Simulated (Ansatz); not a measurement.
```
Cd Hg Se
1.0
     4.40109    0.00000    0.00000
    -2.20055    3.81146    0.00000
     0.00000    0.00000   53.84388
Cd Hg Se
9 6 15
Direct
  0.00000 0.00000 0.19943
  0.66667 0.33333 0.53277
  0.33333 0.66667 0.86610
  0.66667 0.33333 0.13329
  0.33333 0.66667 0.46662
  0.00000 0.00000 0.79996
  0.33333 0.66667 0.06703
  0.00000 0.00000 0.40036
  0.66667 0.33333 0.73370
  0.00000 0.00000 0.00042
  0.66667 0.33333 0.33375
  0.33333 0.66667 0.66708
  0.33333 0.66667 0.26636
  0.00000 0.00000 0.59970
  0.66667 0.33333 0.93303
  0.33333 0.66667 0.31659
  0.00000 0.00000 0.64992
  0.66667 0.33333 0.98326
  0.00000 0.00000 0.24933
  0.66667 0.33333 0.58266
  0.33333 0.66667 0.91599
  0.66667 0.33333 0.18317
  0.33333 0.66667 0.51650
  0.00000 0.00000 0.84983
  0.33333 0.66667 0.11695
  0.00000 0.00000 0.45028
  0.66667 0.33333 0.78362
  0.00000 0.00000 0.05077
  0.66667 0.33333 0.38410
  0.33333 0.66667 0.71743
```

Space group R3m; a structure generated by program, which may or may not match a known phase.

Computed with DFT PBE, scalar-relativistic, plane waves, PAW in Ansatz.

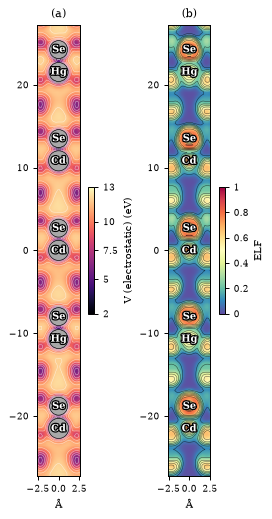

Cd3Hg2Se5. (a) electrostatic potential (local pseudopotential plus Hartree) felt by an electron; (b) ELF on the (100) plane of the conventional cell. Grey discs cover the atomic cores in the potential map.

In a PAW calculation such maps are meaningful between the atoms, not at the nuclei.

Q: What do the fields say about this system?

A:
- The section cuts through Cd, Hg and Se sites.
- Cd–Se (2.69 Å): the ELF is about 0.40 at the midpoint and 0.15 at its lowest between the atoms.
- Hg–Se (2.71 Å): the ELF is about 0.35 at the midpoint and 0.20 at its lowest between the atoms.
- The features right at Cd and Hg lie inside the PAW spheres, where the map follows smoothed inner orbitals and isn't to be read closely.
- Outside the cores the potential energy rises away from the atoms and is highest about 2.6 Å from the nearest atoms; its zero is arbitrary.
